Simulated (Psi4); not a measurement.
# GeH4 (germane): r2SCAN/def2-TZVP

Aim: the vertical singlet–triplet gap of GeH4 (germane) at r2SCAN/def2-TZVP, from 2 runs. 

Program for the calculation: Psi4 1.11.

2 further runs of the same task are left out: 2 set aside as unsound or not needed.

**1. The molecule**

GeH4 has 5 atoms, charge 0, and is taken as a singlet. SMILES: `[GeH4]`. Geometry: relaxed at PBE0-D4/def2-TZVP.

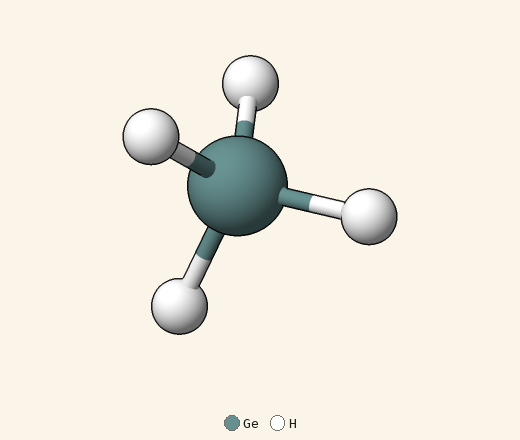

The structure, seen from a chosen angle (germanium teal, hydrogen white).

**2. Energy and forces at r2SCAN/def2-TZVP**

input.dat reads:

```
memory 1600 mb

molecule {
  0 1
  Ge     0.00018897     0.00018897     0.00000000
  H      2.16959456    -1.42919987     1.28614760
  H     -2.34099272    -0.05669178     1.70869036
  H     -0.62209784    -1.26441575    -2.53336684
  H      0.79330703     2.75030740    -0.46128215
  units au
  symmetry c1
}

set {
  basis def2-TZVP
  puream true
  e_convergence 1e-09
  d_convergence 1e-08
  scf_type pk
  dft_radial_points 99
  dft_spherical_points 590
}

result, w = gradient('r2scan', return_wfn=True)
oeprop(w, 'MAYER_INDICES', 'LOWDIN_CHARGES', 'WIBERG_LOWDIN_INDICES', title='R2SCAN')
```

The run is started by

```sh
$ psi4 -n 1 input.dat output.dat
```

output.dat, shortened:

```text
[...]
  Running in c1 symmetry.
[...]
  Nuclear repulsion =   45.420424253290960
[...]
  Multiplicity = 1
[...]
  Nalpha       = 18
  Nbeta        = 18
[...]
    Number of basis functions: 72
[...]
   @RKS iter   1: -2077.53242351920608   -1.23364e+00   4.49711e-02 ADIIS/DIIS
[...]
   @RKS iter  10: -2079.37316385598160    4.09273e-12   3.47630e-09 DIIS
[...]
    Orbital Energies [Eh]
    ---------------------
    Doubly Occupied:
       1A   -398.143504     2A    -49.583694     3A    -44.072946
       4A    -44.072946     5A    -44.072945     6A     -6.151333
       7A     -4.302278     8A     -4.302278     9A     -4.302277
      10A     -1.116198    11A     -1.116198    12A     -1.116196
      13A     -1.113403    14A     -1.113403    15A     -0.531373
      16A     -0.319959    17A     -0.319934    18A     -0.319923
[...]
  @RKS Final Energy: -2079.37316385598160
   => Energetics <=
    Nuclear Repulsion Energy =             45.4204242532909603
    One-Electron Energy =               -2987.6526537842646576
    Two-Electron Energy =                 943.3489308158225413
    DFT Exchange-Correlation Energy =     -80.4898651408305028
    Empirical Dispersion Energy =           0.0000000000000000
    VV10 Nonlocal Energy =                  0.0000000000000000
    Total Energy =                      -2079.3731638559816020
[...]
 Multipole Moments:
 ------------------------------------------------------------------------------------
     Multipole            Electronic (a.u.)      Nuclear  (a.u.)        Total (a.u.)
 ------------------------------------------------------------------------------------
 L = 1.  Multiply by 2.5417464519 to convert [e a0] to [Debye]
 Dipole X            :          0.0006769           -0.0005051            0.0001719
 Dipole Y            :          0.0005212           -0.0004041            0.0001171
 Dipole Z            :         -0.0001208            0.0001010           -0.0000198
 Magnitude           :                                                    0.0002089
[...]
  -Total Gradient:
     Atom            X                  Y                   Z
    ------   -----------------  -----------------  -----------------
       1        0.000020690503    -0.000007442248     0.000012855266
       2        0.000973359374    -0.000658615946     0.000584745010
       3       -0.001065263408    -0.000032519433     0.000776420258
       4       -0.000291843311    -0.000590460791    -0.001159853212
       5        0.000363053337     0.001289288575    -0.000214232868
[...]
```

It took 24 s on 1 thread of Intel Xeon Platinum 8375C at 2.90GHz (Ice Lake), shared host; peak memory 0.98 GiB.

**3. The triplet at the same level**

calc.dat reads:

```
memory 1.6 GB

molecule geom {
  0 3
  Ge     0.000100     0.000100     0.000000
  H      1.148100    -0.756300     0.680600
  H     -1.238800    -0.030000     0.904200
  H     -0.329200    -0.669100    -1.340600
  H      0.419800     1.455400    -0.244100
  symmetry c1
  no_reorient
  no_com
}

set {
  basis def2-TZVP
  reference uks
  puream true
  e_convergence 1e-09
  d_convergence 1e-08
  scf_type pk
  dft_radial_points 99
  dft_spherical_points 590
  maxiter 100
}

result, w = gradient('r2scan', return_wfn=True)
oeprop(w, 'MULLIKEN_CHARGES', 'LOWDIN_CHARGES', 'MAYER_INDICES')
```

The run is started by

```sh
$ psi4 -n 1 calc.dat calc.out
```

calc.out, shortened:

```text
[...]
  Running in c1 symmetry.
[...]
  Nuclear repulsion =   45.420424199804401
[...]
  Multiplicity = 3
[...]
  Nalpha       = 19
  Nbeta        = 17
[...]
    Number of basis functions: 72
[...]
   @UKS iter   1: -2077.34670118784743   -1.04791e+00   4.41813e-02 DIIS/ADIIS
[...]
   @UKS iter  26: -2079.06748749400640   -3.63798e-12   8.17910e-09 DIIS
[...]
   @S^2 Observed:                2.007816970E+00
[...]
  @UKS Final Energy: -2079.06748749400640
   => Energetics <=
    Nuclear Repulsion Energy =             45.4204241998044012
    One-Electron Energy =               -2986.0732921973331031
    Two-Electron Energy =                 942.0217865469762728
    DFT Exchange-Correlation Energy =     -80.4364060434541699
    Empirical Dispersion Energy =           0.0000000000000000
    VV10 Nonlocal Energy =                  0.0000000000000000
    Total Energy =                      -2079.0674874940064001
[...]
 Multipole Moments:
 ------------------------------------------------------------------------------------
     Multipole            Electronic (a.u.)      Nuclear  (a.u.)        Total (a.u.)
 ------------------------------------------------------------------------------------
 L = 1.  Multiply by 2.5417464519 to convert [e a0] to [Debye]
 Dipole X            :         -0.0081179            0.0058582           -0.0022598
 Dipole Y            :         -0.0253907            0.0060471           -0.0193436
 Dipole Z            :          0.0374359            0.0001890            0.0376249
 Magnitude           :                                                    0.0423664
[...]
  -Total Gradient:
     Atom            X                  Y                   Z
    ------   -----------------  -----------------  -----------------
       1       -0.003978039693    -0.034890304497     0.070074678828
       2       -0.070028762289     0.041783031767    -0.032977203266
       3        0.074543902447    -0.002242225649    -0.046486154564
       4       -0.000323768193    -0.002478029505     0.004662345439
       5       -0.000221439099    -0.002234115414     0.004848518735
[...]
```

Wall time 73 s (1 thread of Intel Xeon Platinum 8375C at 2.90GHz (Ice Lake), shared host); peak memory 0.98 GiB.

**4. Outcome**

At r2SCAN/def2-TZVP:

```
                                        quantity           value
                           singlet: total energy  -2079.37316 Eh
                          singlet: dipole moment          0.00 D
                            singlet: HOMO energy        -8.71 eV
                            singlet: LUMO energy         0.73 eV
                          singlet: HOMO–LUMO gap         9.43 eV
               singlet: largest force on an atom      0.070 eV/Å
                           triplet: total energy  -2079.06749 Eh
                          triplet: dipole moment          0.11 D
     triplet: HOMO energy (highest over α and β)        -1.27 eV
                                   triplet: ⟨S²⟩           2.008
               triplet: largest force on an atom      4.523 eV/Å
vertical energy of the triplet above the singlet        8.318 eV
```

At this shape the triplet lies 8.32 eV (192 kcal/mol) above the singlet. Mulliken charges (triplet) run from -0.07 on H2 to +0.11 on Ge1.
